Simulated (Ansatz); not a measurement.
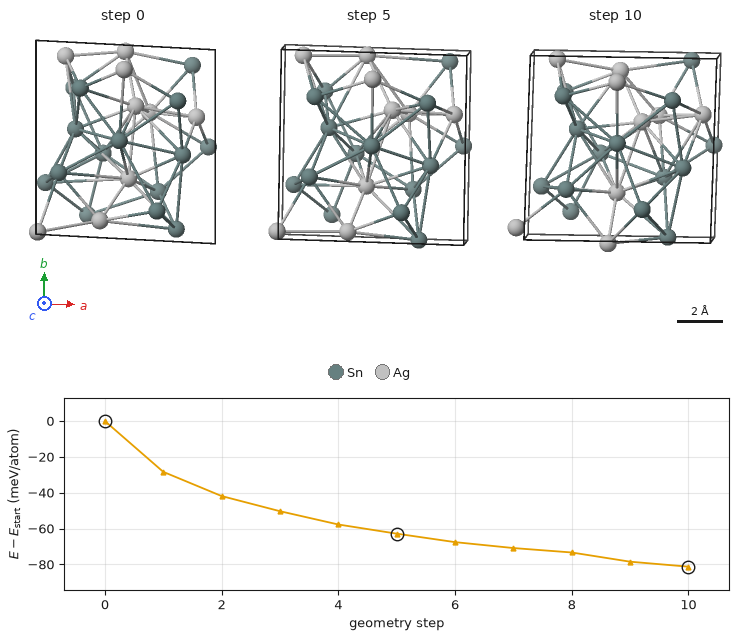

Frames of a relaxation of an amorphous cell of composition Ag3Sn5 (coarse preliminary run), marked on the history of the run. The picture is a ball-and-stick view of the cell of the calculation, seen along the c axis.

Case: the last frame of the dynamics.

Computed with DFT PBE, scalar-relativistic, plane waves, PAW in Ansatz 0.2.0. (plane-wave cutoff 420 eV; k-point mesh 2 × 2 × 2; occupations gaussian; smearing width 0.1 eV; mesh shifted by (0.5, 0.5, 0.5); no spin polarisation; cell and atoms relaxed; force threshold 0.04 eV/Å; at most 70 steps)

> Describe the path.

The run was cut off at its time limit before the relaxation converged, so the last structure is only a point on the way. The atom that moves furthest relative to the cell is an Ag atom (1.18 Å along [3 −3 −1]). By element the largest moves are Ag 1.18 Å, Sn 0.91 Å. Cell: a 8.061 → 8.366 Å (+3.8 %), b 8.697 → 8.268 Å (−4.9 %), c 8.469 → 8.471 Å (0.0 %), α 88.5° → 92.0°, β 86.9° → 89.3°, γ 92.9° → 89.0°. Volume −1.1 %. Among the contacts that change: Ag–Sn 5.061 → 3.459 Å, Ag–Sn 4.696 → 3.286 Å, Sn–Sn 3.503 → 4.809 Å, Ag–Sn 4.743 → 3.450 Å. Bond angles that change, for instance: Sn–Sn–Ag 117.5° → 168.5°, Sn–Sn–Ag 126.0° → 78.5°, Sn–Ag–Sn 79.1° → 124.8°. The energy falls by 81.2 meV per atom in 10 geometry steps. Largest force component: 0.65 eV/Å at the start, 0.11 eV/Å at the end. Pressure: 1.95 GPa at the start and 0.19 GPa at the end. The run took 13 min on 2 threads of Arm Neoverse V1, on a shared host, peak memory 1.7 GiB. From step 0 to 5: a Sn atom moves most (0.78 Å), volume −0.9 %, energy −62.8 meV per atom. From step 5 to 10: an Ag atom moves most (0.86 Å), volume −0.2 %, energy −18.4 meV per atom.

```tsv
step	E − E(0), meV/atom	largest force component, eV/Å	pressure, GPa	volume, Å³/atom
0	0.00	0.6514	1.95	24.659
1	-28.32	0.2143	-0.86	25.545
2	-41.83	0.1815	-0.29	24.992
3	-50.28	0.1318	0.17	24.619
4	-57.70	0.1320	0.26	24.467
5	-62.81	0.1171	0.24	24.446
6	-67.54	0.0908	0.07	24.461
7	-70.83	0.1246	0.06	24.455
8	-73.31	0.1158	-0.05	24.478
9	-78.44	0.1321	-0.04	24.462
10	-81.22	0.1064	0.19	24.393
```

Limits of the set-up: the periodic images lie only 8.1 Å apart, so the values are limited by the cell's size.
